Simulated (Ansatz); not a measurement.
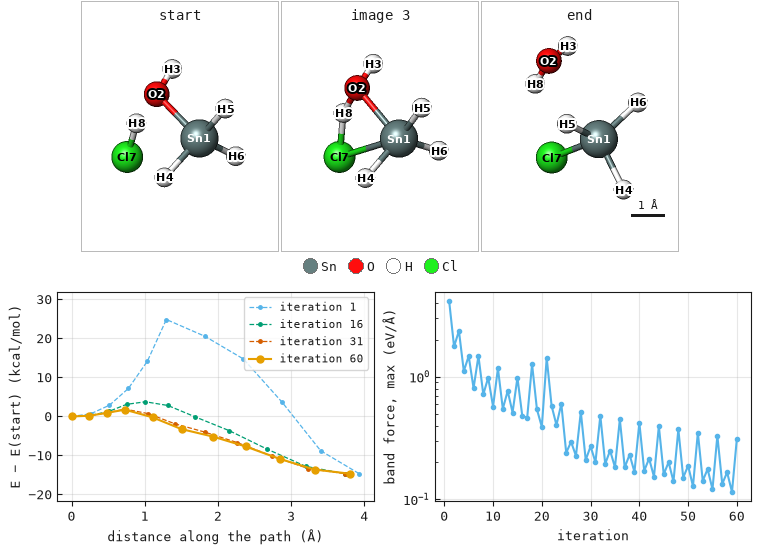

NEB run on SnH₅OCl. Images are numbered from 0 (start) to 10 (end). The plot follows the band through its iterations. The picture is a ball-and-stick view, seen from a free direction.

Level of theory: RKS PBE/def2-SVP (Ansatz). Run with 9 movable images; climbing image; force threshold 0.03 eV/Å; iteration limit 60; optimiser L-BFGS; largest step 0.5 Å; starting path through a guess of the saddle point.

**How did the profile develop, and is the result final?**

The result isn't final. The band hadn't converged when the run stopped after 60 iterations. The largest component of the band force went from 4.1 to 0.31 eV/Å. The barrier read from it is provisional, though the highest image hardly moved in the last two iterations. The step length is far from the usual. The first iteration put the highest image at 24.8 kcal/mol. The energy climbs by 1.7 kcal/mol to image 3 and then falls by 16.4 kcal/mol, so the end point sits at −14.7 kcal/mol.

The run took 14 min on 1 thread of AMD EPYC 7B13 (Zen 3) (shared host), peak memory 0.13 GiB.
